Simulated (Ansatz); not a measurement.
**C3H4FNO: one species, many methods**

How much do the methods differ for C3H4FNO? The plan is to run it at one geometry with functionals of several rungs and with coupled cluster, and see how far each lands from CCSD(T) at the basis-set limit for the atomisation energy.

Program: Ansatz 0.2.0, Gaussian basis. Level of theory: functionals in def2-TZVPP, the program's frozen cores in correlated methods. These are calculated values, not measurements.

Levels to be run: PBE-D4, r2SCAN-D4, PBE0-D4, B3LYP-D4, ωB97X-V, ωB97M-V, B2PLYP; CCSD(T)/def2-TZVPP; MP2/def2-QZVPP; extrapolation to the limit.

### 1 Structure used throughout

An earlier PBE0-D4 in a triple-zeta def2 set relaxation fixed the geometry.

SMILES `C=N/C(O)=C/F`, 10 atoms, charge 0, spin multiplicity 1.

Atoms are counted from 1 here; the program's logs count them from 0.

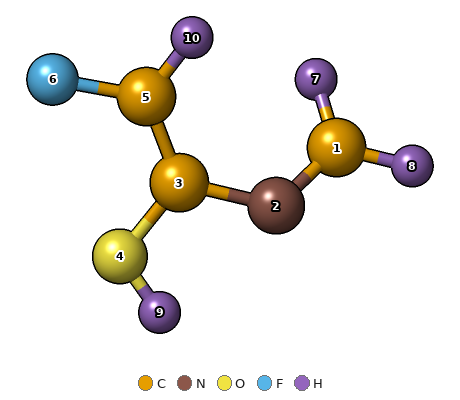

The geometry (carbon amber, nitrogen brown, oxygen yellow, fluorine blue, hydrogen purple); atoms are numbered from 1 in the order of the file.

### 2 PBE-D4 (GGA)

in.yaml

```yaml
crystal:
  periodic: [false, false, false]
  atoms:
    - {symbol: C, position_ang: [-0.008504, -1.637998, -0.435344]}
    - {symbol: N, position_ang: [0.389984, -0.863633, 0.481929]}
    - {symbol: C, position_ang: [0.048976, 0.482799, 0.465181]}
    - {symbol: O, position_ang: [-0.237517, 1.006008, 1.673752]}
    - {symbol: C, position_ang: [0.090602, 1.234072, -0.637310]}
    - {symbol: F, position_ang: [-0.147656, 2.547877, -0.593065]}
    - {symbol: H, position_ang: [-0.671498, -1.314024, -1.243774]}
    - {symbol: H, position_ang: [0.319199, -2.675282, -0.423062]}
    - {symbol: H, position_ang: [-0.082014, 0.309682, 2.321771]}
    - {symbol: H, position_ang: [0.381529, 0.859299, -1.607277]}
basis:
  gaussian: {orbitals: def2-TZVPP}
hamiltonian: {xc: pbe, dispersion: d4}
output: {forces: true, orbitals: {seedname: orbitals}}
```

Launch:

```sh
> ansatz run in.yaml --threads 4 --pin off --events-out ev --progress --plain --max-ram 10444MiB
```

The runs that follow: r2SCAN-D4 (meta-GGA); PBE0-D4 (hybrid); B3LYP-D4 (hybrid); ωB97X-V (range-separated); ωB97M-V (range-separated); B2PLYP (double hybrid); CCSD(T) in def2-TZVPP; MP2 in def2-QZVPP.

Q: Predict the results of all the runs planned. Wanted: atomisation energy, CCSD(T)/CBS; farthest; mean size of error, hybrid; mean size of error, range-separated; gap, smallest and largest; T1 diagnostic; triples share of the correlation energy.

The runs gave:

| quantity | value |
| --- | --- |
| atomisation energy, CCSD(T)/CBS | 988.7 kcal/mol |
| functionals within 4.9 kcal/mol (0.5 %) | ωB97X-V |
| farthest | PBE-D4 (+50.9 kcal/mol) |
| mean size of error, hybrid | 9.2 kcal/mol |
| mean size of error, range-separated | 5.3 kcal/mol |
| gap, smallest and largest | 2.80 eV (PBE-D4), 9.45 eV (ωB97X-V) |
| T1 diagnostic | 0.0140 |
| triples share of the correlation energy | 4.1 % |

**Reading.** PBE-D4 misses by +50.9 kcal/mol. Double hybrids carry the basis error of their MP2 part in triple zeta, and no dispersion term here, so their miss is partly the set-up's. Misses under about 4.9 kcal/mol are within the doubt on the reference itself, which lacks core-valence correlation, relativity and higher excitations. Hartree-Fock recovers 67 % of the binding; the rest is correlation. The gap grows from 2.8 to 9.5 eV across the functionals, mostly with the share of exact exchange. The restricted reference is unstable towards a spin-broken one.
